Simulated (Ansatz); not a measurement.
# Br3Si (doublet): what the fields show

```xyz
4

Si   -0.0033    0.0029    0.5560
Br    2.1260   -0.0318   -0.1726
Br   -1.0346    1.8547   -0.2010
Br   -1.0881   -1.8257   -0.1823
```

Geometry: PBE-D4/def2-SVPD.

Method: Ansatz, UKS PBE0-D4/def2-TZVPD.

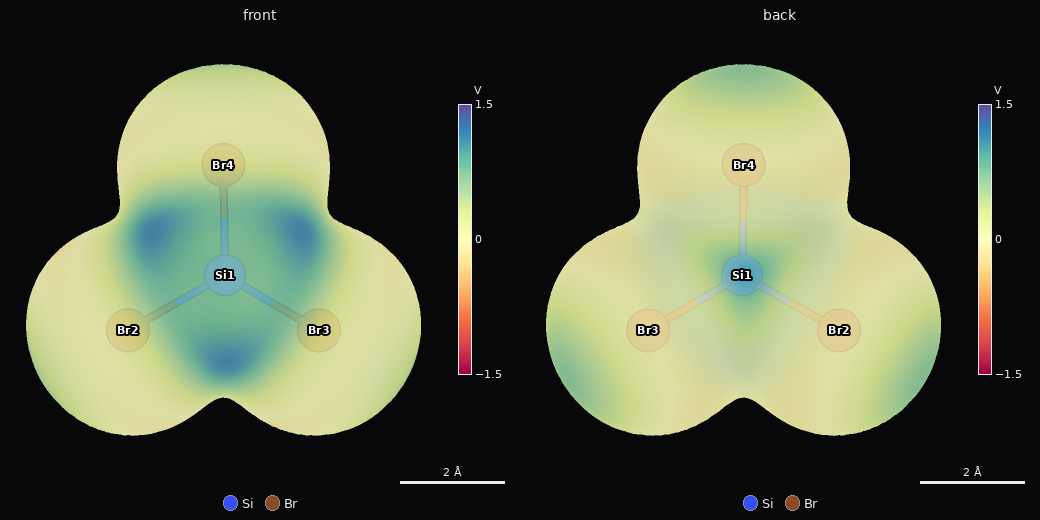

Figure 1. The molecular electrostatic potential painted on the density surface at 0.002 e/bohr³, seen from the front and from behind; red is negative and blue positive.

**Which sites attract a positive test charge, and which a negative one?**

A positive charge is drawn to the negative regions and a negative charge to the positive ones. The most negative region (about −0.1 V) lies over Br2, Br3 and Br4, the most positive (about +1.2 V) over Si1. Br2 shows a σ-hole: about +0.7 V at the tip opposite its bond, against about 0.0 V on its flanks. Br3 shows a σ-hole: about +0.7 V at the tip opposite its bond, against about −0.1 V on its flanks. Br4 shows a σ-hole: about +0.7 V at the tip opposite its bond, against about 0.0 V on its flanks.

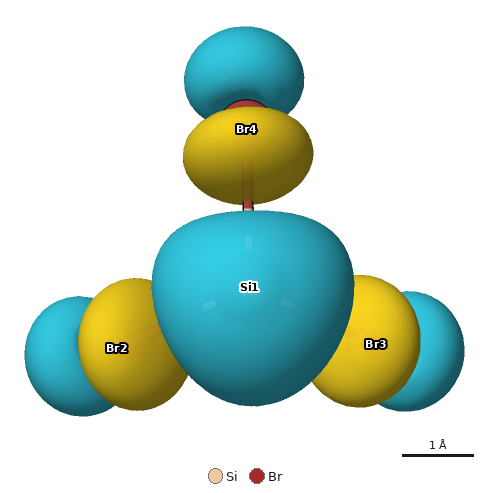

Figure 2. One frontier orbital at ±0.1 Å⁻³ᐟ² (yellow and cyan are the two phases), seen at a tilt.

**Which orbital is it: HOMO (β) or LUMO (β)?**

The LUMO (β), at −3.92 eV. By Hirshfeld shares it lies mainly on Si1 (about 55 %), Br2 (about 15 %), Br3 (about 15 %) and Br4 (about 15 %).

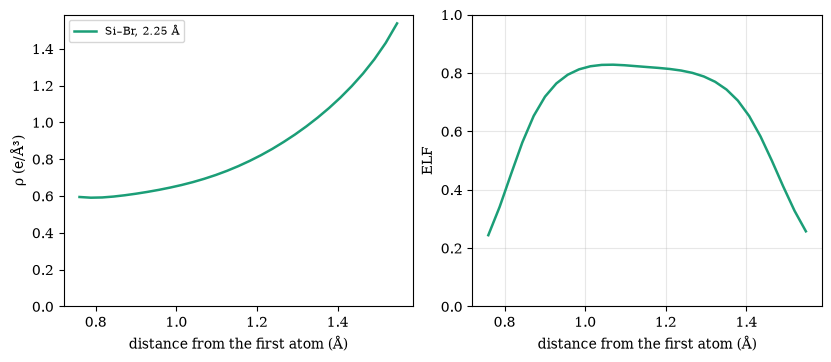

Figure 3. Electron density and electron localisation function along straight lines between neighbouring atoms. The curves leave out the atomic cores.

**What can be read from the curves?**

Si–Br (2.25 Å): ρ is about 0.74 e/Å³ halfway, with its minimum of 0.59 e/Å³ about 0.8 Å from Si; the ELF peaks at about 0.85 between the atoms, as expected for a polar covalent bond.

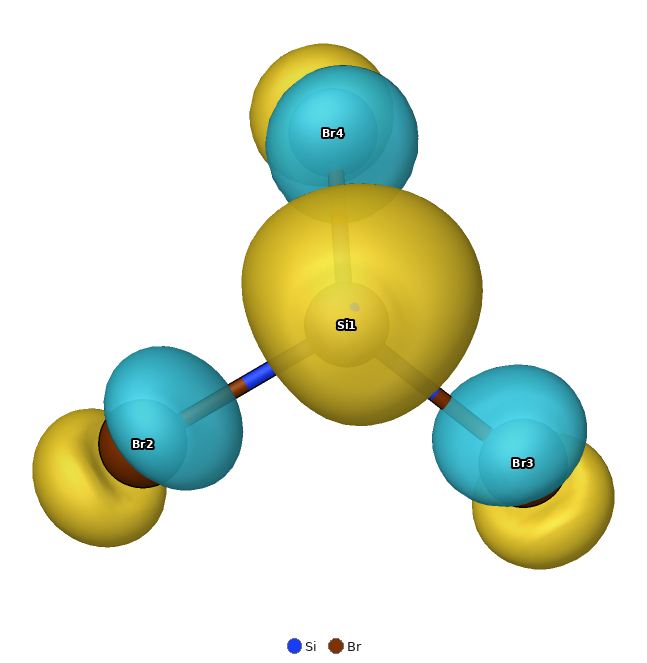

Figure 4. One frontier orbital at ±0.15 Å⁻³ᐟ² (yellow and cyan are the two phases), seen at a tilt.

**Which orbital is it: HOMO (α) or LUMO (α)?**

The HOMO (α), at −7.09 eV. It lies mainly on Si1 (about 50 %), Br2 (about 15 %), Br3 (about 15 %) and Br4 (about 15 %).
